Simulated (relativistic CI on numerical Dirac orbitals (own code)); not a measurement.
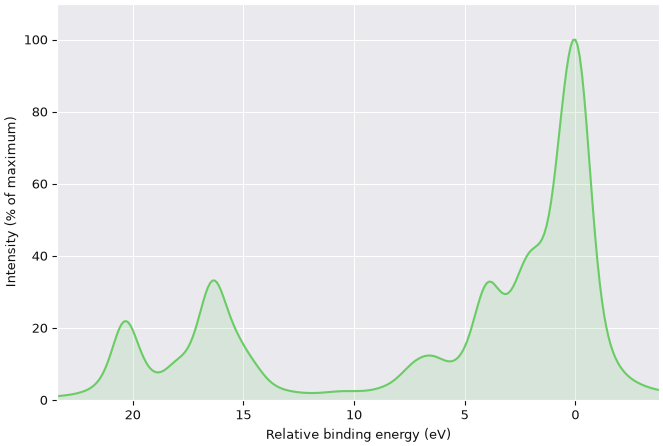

3p photoemission of nominal Mn²⁺ (d⁵) with U_dd = 5.5, U_pd = 7.1, 10Dq = 1.4 (ligand 0.9), V(eg) = 1.45, V(t2g) = −0.72 eV, final-state hopping scaled by 0.9. Charge-transfer multiplet model of a cubic metal–ligand cluster, up to 1 ligand hole (L), atomic integrals computed for Dirac–Coulomb–Breit ions and scaled by 0.7, 20 K, Voigt broadening (Lorentzian 0.9 eV, Gaussian 0.8 eV). Energies are counted from the highest peak in the lower part of the range.

Question: Estimate the charge-transfer energy Δ and the make-up of the ground state.

Answer: Δ = 5.1 eV, close to U_dd. The ground state is 91 % d⁵ and 9 % d⁶L, with 5.09 d electrons and S = 2.50. The main maxima lie at 0.0 eV (100), 3.9 eV (33), 6.6 eV (12), 16.3 eV (33) and 20.3 eV (22), heights in % of the largest.
